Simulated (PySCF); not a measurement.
# SF4 (SMILES FS(F)(F)F): levels of theory compared

Wanted: a comparison of 6 runs (B2PLYP/STO-3G, B3LYP/STO-3G, PBE0/STO-3G, SVWN5/STO-3G, UPBE0/STO-3G, FCI/STO-3G) of SF4. The job is set up through a Python script.

The calculation is run with PySCF 2.14.0.

5 further runs of the same task are left out: 3 that didn't finish, 2 set aside as unsound or not needed.

### 1 The molecule

SF4: 5 atoms, total charge 0, spin state singlet. SMILES: `FS(F)(F)F`. The S2–F3 distance was set to 2.473 Å, away from the relaxed value. At this shape a bond of the SMILES string is far longer than usual.

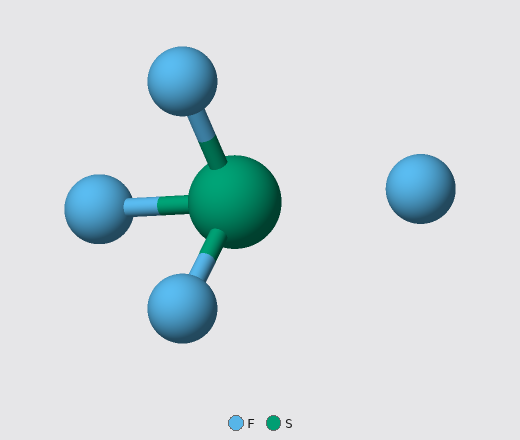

The structure, seen from a chosen angle (fluorine blue, sulfur teal).

### 2 The energy at B2PLYP/STO-3G (run 1)

The input, input.py:

```python
from pyscf import gto, dft, mp

system = gto.Mole()
system.atom = [
    ('F', (-1.297579, -0.175698, 0.805586)),
    ('S', (-0.672379, -0.305098, -0.610214)),
    ('F', (1.536700, -0.462000, 0.491400)),
    ('F', (-2.176479, -0.024998, -1.225414)),
    ('F', (-0.335779, 1.176902, -0.930314)),
]
system.verbose = 4
system.max_memory = 1860
system.spin = 0
system.charge = 0
system.basis = 'sto-3g'
system.build()

mf = dft.RKS(system, xc='0.53*HF + 0.47*B88, 0.73*LYP')
mf.conv_tol = 1e-10
mf.grids.level = 5
mf.kernel()
if not mf.converged:
    mf = mf.newton().run(mf.mo_coeff, mf.mo_occ)

pt = mp.MP2(mf, frozen=9).run()
e_tot = mf.e_tot + 0.27 * pt.e_corr
print('PT2 part  %.8f' % (0.27 * pt.e_corr))
print('E = %.10f Eh' % e_tot)
```

Run with:

```
$ OMP_NUM_THREADS=1 python input.py
```

The program printed:

```text
PySCF version 2.14.0

[... 101 lines left out ...]
converged SCF energy = -786.315203743281
[... 1 line left out ...]
******** <class 'pyscf.mp.mp2.RMP2'> ********
nocc = 17, nmo = 20
frozen orbitals 9
E(RMP2) = -786.591440379086  E_corr = -0.276236635804965
E(SCS-RMP2) = -786.625206514668  E_corr = -0.310002771386612
E_corr(same-spin) = -0.0247859902838601
E_corr(oppo-spin) = -0.251450645521105
PT2 part  -0.07458389
E = -786.3897876349 Eh
```

Wall time 9.9 s (1 thread of Arm Neoverse V1, shared host); peak memory 0.24 GiB.

### 3 A single-point energy at B3LYP/STO-3G (run 2)

The input, mol.xyz:

```xyz
5

F     -1.297579    -0.175698     0.805586
S     -0.672379    -0.305098    -0.610214
F      1.536700    -0.462000     0.491400
F     -2.176479    -0.024998    -1.225414
F     -0.335779     1.176902    -0.930314
```

The input, job.py:

```python
from pyscf import gto, dft

molecule = gto.Mole()
molecule.atom = 'mol.xyz'
molecule.spin = 0
molecule.max_memory = 1860
molecule.charge = 0
molecule.basis = 'sto-3g'
molecule.verbose = 3
molecule.build()

mf = dft.RKS(molecule)
mf.xc = 'b3lyp'
mf.conv_tol = 1e-10
mf.grids.level = 5
mf.kernel()
if not mf.converged:
    mf = mf.newton().run(mf.mo_coeff, mf.mo_occ)

e_tot = mf.e_tot
print('E = %.10f Eh' % e_tot)
```

Run with:

```
$ OMP_NUM_THREADS=1 python job.py
```

The program printed:

```text
converged SCF energy = -786.954423465042
E = -786.9544234650 Eh
```

Run time: 9.6 s. Hardware: 1 thread of Arm Neoverse V1, shared host; peak memory 0.24 GiB.

Run 3 isn't shown in full; the table further down has it.

### 4 The energy at SVWN5/STO-3G (run 4)

The input, job.py:

```python
from pyscf import gto, dft

mol = gto.M(
    atom='''
F     -2.452069    -0.332021     1.522337
S     -1.270612    -0.576552    -1.153137
F      2.903942    -0.873053     0.928611
F     -4.112949    -0.047239    -2.315697
F     -0.634530     2.224022    -1.758039
''',
    unit='bohr',
    verbose=4,
    spin=0,
    max_memory=1860,
    basis='sto-3g',
)

mf = dft.RKS(mol, xc='svwn')
mf.grids.level = 5
mf.conv_tol = 1e-10
mf.kernel()
if not mf.converged:
    mf = mf.newton().run(mf.mo_coeff, mf.mo_occ)

e_tot = mf.e_tot
print(f'total energy: {e_tot:.8f} hartree')
```

Run with:

```
$ OMP_NUM_THREADS=1 python job.py
```

The program printed:

```text
PySCF version 2.14.0

[... 94 lines left out ...]
SCF not converged.
SCF energy = -769.779697856755
[... 63 lines left out ...]
converged SCF energy = -783.01750832041
total energy: -783.01750832 hartree
```

Wall time 29 s (1 thread of Arm Neoverse V1, shared host); peak memory 0.18 GiB.

Run 5 isn't shown in full; the table further down has it.

### 5 The energy at FCI/STO-3G (run 6)

The input, input.py:

```python
from pyscf import gto, scf, mcscf
from pyscf import fci

mol = gto.M(
    atom='''
F     -2.452069    -0.332021     1.522337
S     -1.270612    -0.576552    -1.153137
F      2.903942    -0.873053     0.928611
F     -4.112949    -0.047239    -2.315697
F     -0.634530     2.224022    -1.758039
''',
    basis='sto-3g',
    verbose=4,
    unit='bohr',
    max_memory=1860,
)

mf = scf.RHF(mol)
mf.conv_tol = 1e-10
mf.kernel()
if not mf.converged:
    mf = mf.newton().run(mf.mo_coeff, mf.mo_occ)

cas = mcscf.CASCI(mf, mf.mo_coeff.shape[-1] - 9, (mol.nelec[0] - 9, mol.nelec[1] - 9))  # full CI above the frozen core
cas.fcisolver = fci.direct_spin0.FCI(mol)  # even spin states alone
cas.kernel()
print('<S^2> = %.4f' % cas.fcisolver.spin_square(cas.ci, cas.ncas, cas.nelecas)[0])
energy = cas.e_tot
print('Final energy', energy)
```

Run with:

```
$ OMP_NUM_THREADS=1 python input.py
```

The program printed:

```text
PySCF version 2.14.0

[... 67 lines left out ...]
converged SCF energy = -784.865835084743
[... 5 lines left out ...]
sorting_mo_energy = False
[... 14 lines left out ...]
CASCI converged
[... 2 lines left out ...]
Final energy -785.1095436027751
```

Wall time 4.6 min (1 thread of Arm Neoverse V1, shared host); peak memory 0.4 GiB.

### 6 Overview of the runs

```csv
run,level,frozen core orbitals,follow instability,energy (Eh),dipole moment (D) of the reference,HOMO energy (eV),LUMO energy (eV),wall time
1,B2PLYP/STO-3G,9,–,-786.389788,2.91,-1.91,3.51,9.9 s
2,B3LYP/STO-3G,–,–,-786.954423,2.62,-0.58,2.34,9.6 s
3,PBE0/STO-3G,–,–,-786.543194,2.68,-0.98,2.44,9.9 s
4,SVWN5/STO-3G,–,–,-783.017508,2.48,–,–,29 s
5,UPBE0/STO-3G,–,yes,-786.562758,1.60,-0.80,3.24,93 s
6,FCI/STO-3G,9,–,-785.109544,3.80,-3.04,5.48,4.6 min
```

### 7 Outcome

| quantity | value |
| --- | --- |
| run 6: total energy | -785.10954 Eh |
| run 6: dipole moment (Hartree–Fock density) | 3.80 D |
| run 6: HOMO energy (Hartree–Fock orbitals) | -3.04 eV |
| run 6: LUMO energy (Hartree–Fock orbitals) | 5.48 eV |
| run 6: HOMO–LUMO gap (Hartree–Fock orbitals) | 8.52 eV |
| run 6: correlation energy (9 core orbitals frozen) | -243.7 mEh |

What this shows: Over runs 1, 2, 3, 4, 5 the dipole moment (its size) runs from 1.60 D (UPBE0/STO-3G) to 2.91 D (B2PLYP/STO-3G). A double hybrid's value is that of its SCF part. Over runs 1, 2, 3, 5 the HOMO–LUMO gap runs from 2.92 eV (B3LYP/STO-3G) to 5.42 eV (B2PLYP/STO-3G). Totals of different functionals can't be ranked against each other. In runs 1, 2, 3, 4, 5, 6 the basis is minimal, so the values are rough. Spin contamination of the reference: run 5 ⟨S²⟩ = 0.64. Where it is this large, the reference is a mixture of spin states, and values that rest on it are in doubt. All runs together took 7.1 min, the longest 4.6 min.
